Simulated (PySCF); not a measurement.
C$_{2}$H$_{8}$FNSi$_{2}$

Input

```
{"job": {"kind": "nmr", "xc": "PBE0", "basis": "pcSseg-1"}, "charge": 0, "multiplicity": 1}
F      0.106134     2.081609     1.758927
Si     0.075184     1.559324     0.226437
C      1.343238     0.184848    -0.073318
C      0.670095    -1.179677     0.145659
Si    -1.158905    -1.065086    -0.366921
N     -1.347418     0.635225    -0.062403
H      0.159349     2.781357    -0.552807
H      1.695677     0.245644    -1.103692
H      2.226071     0.282564     0.559387
H      1.217733    -1.962742    -0.379153
H      0.718187    -1.429871     1.206767
H     -1.384674    -1.362015    -1.787833
H     -2.067054    -1.838278     0.483021
H     -2.254294     1.066624    -0.076238
```

Run with:

```sh
OMP_NUM_THREADS=1 python probes_run.py task.json out
```

Geometry: GFN2-xTB.

These are results of PBE0/pcSseg-1, SCF density, gas phase, non-relativistic in PySCF 2.14.0, not measurements.

Predict the electron density and electron localisation function between the atoms.

Answer. Si–N (1.72 Å): ρ is about 1.1 e/Å³ halfway; the ELF peaks at about 0.90 between the atoms; a polar covalent bond.
C–Si (1.89 Å): ρ at the midpoint is about 0.96 e/Å³; the ELF peaks at about 0.95 between the atoms: a covalent bond.
N–H (1.00 Å): ρ is about 2.8 e/Å³ halfway; the ELF climbs to about 1 towards the hydrogen, as it does in any bond to H: an ordinary covalent bond to hydrogen.

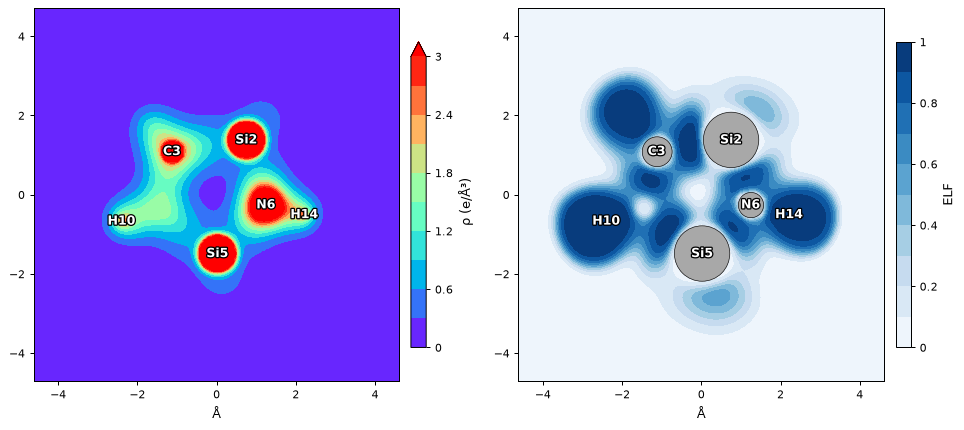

Computed electron density and electron localisation function on the plane of atoms Si2, N6 and Si5, in this order. Grey discs cover the atomic cores in the ELF map. 
